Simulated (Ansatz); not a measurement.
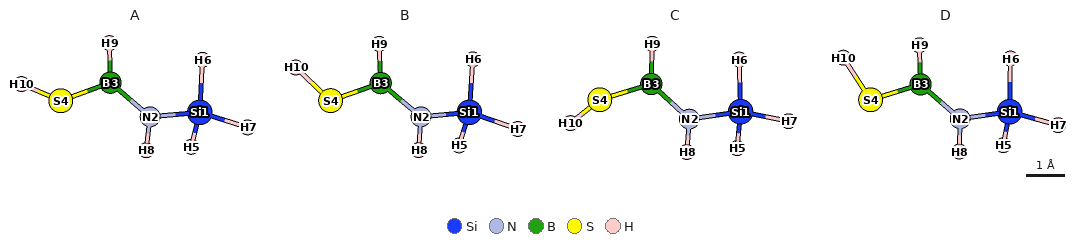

4 geometries from a converged minimum-energy path of BSiNH₆S, shuffled. The picture is a ball-and-stick view, seen at a tilt.

Level of theory: Ansatz 0.2.0, RKS BHLYP-D4/6-31G*. Set-up: 7 movable images; climbing image; force threshold 0.05 eV/Å; iteration limit 60; starting path through a guess of the saddle point.

Question: One of them is the converged climbing image. Which?

Answer: C. In order along the path, whose images run from 0 to 8: D (image 1, 0.00 eV), B (image 2, +0.04 eV), A (image 3, +0.17 eV), C (image 5, +0.39 eV). The motion is a rotation about the B3–S4 bond by about 180°. No bond forms or breaks between the ends. Bond angles that change up to the highest image, for instance: B3–S4–H10 97.8° → 94.7°.

Cost: 10 min on 1 thread of AMD EPYC 9R14 (Zen 4) (shared host), peak memory 0.18 GiB.
